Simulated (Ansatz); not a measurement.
The cell below is H₆C₆BrN (P2_1/m). The cell is taken from the geometry relaxed with DFT PBE, scalar-relativistic, plane waves, PAW in Ansatz 0.2.0.

```cif
data_structure
_symmetry_space_group_name_H-M 'P2_1/m'
_symmetry_Int_Tables_number 11
_cell_length_a 6.3438
_cell_length_b 7.7898
_cell_length_c 8.4654
_cell_angle_alpha 90.000
_cell_angle_beta 92.826
_cell_angle_gamma 90.000
_cell_volume 417.83
loop_
_atom_site_label
_atom_site_type_symbol
_atom_site_symmetry_multiplicity
_atom_site_Wyckoff_symbol
_atom_site_fract_x
_atom_site_fract_y
_atom_site_fract_z
_atom_site_occupancy
H1 H 2 e 0.72167 0.25000 0.12576 1
H2 H 2 e 0.93551 0.25000 0.38134 1
H3 H 2 e 0.35055 0.25000 0.62125 1
H4 H 2 e 0.67227 0.25000 0.77965 1
H5 H 4 f 0.88147 0.13604 0.69508 1
C1 C 2 e 0.42619 0.25000 0.24508 1
C2 C 2 e 0.64555 0.25000 0.23817 1
C3 C 2 e 0.76295 0.25000 0.38148 1
C4 C 2 e 0.66002 0.25000 0.52457 1
C5 C 2 e 0.43955 0.25000 0.51386 1
C6 C 2 e 0.77986 0.25000 0.68209 1
Br1 Br 2 e 0.25643 0.25000 0.04928 1
N1 N 2 e 0.32336 0.25000 0.37642 1
```

Atoms are hard spheres with van der Waals radii (Alvarez): H 1.20 Å, C 1.77 Å, Br 1.86 Å, N 1.66 Å.

### Find the largest hole by geometry, and further ones that a grid search gives (radius above 0.15 Å; smaller ones may be missed, and maxima closer than 0.25 Å are merged).

```csv
hole,site,"x, y, z",radius (Å),nearest atoms,shape
V1,4f,"0.065, 0.981, 0.866",0.98,2 H + 2 Br + 1 C (then 2 C),5-coordinate
V2,4f,"0.126, 0.592, 0.039",0.93,2 Br + 2 H + 1 C (then 1 H + 1 C),5-coordinate
V3,4f,"0.803, 0.571, 0.234",0.92,2 H + 2 C + 1 Br (then 2 C),5-coordinate
V4,4f,"0.073, 0.452, 0.516",0.90,3 C + 2 H + 1 N (then 4 C + 3 H),6-coordinate
V5,4f,"0.575, 0.919, 0.197",0.87,2 C + 2 H + 1 Br (then 2 C),5-coordinate
```

Nearest atoms are those whose sphere lies within 0.15 Å of the hole's sphere; in brackets, those within 0.5 Å. The largest sphere that fits anywhere has a diameter of 1.96 Å; the largest that can travel through the crystal, about 1.6 Å.

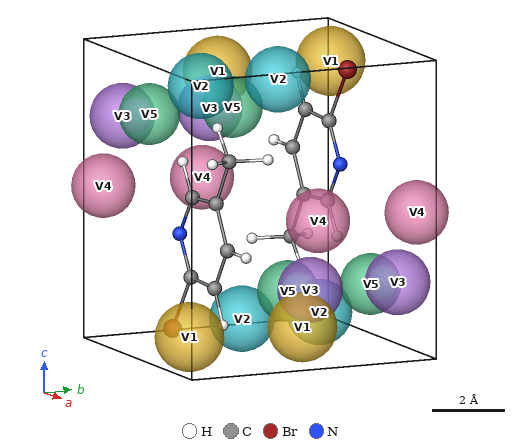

Translucent spheres (V1, V2, V3, V4, V5) fill the 5 holes listed first by a grid search for holes with a radius above 0.15 Å (the largest is sure; smaller ones may be missed, and maxima closer than 0.25 Å are merged) at their true size; atoms are drawn smaller than their model radii. View from a free direction.
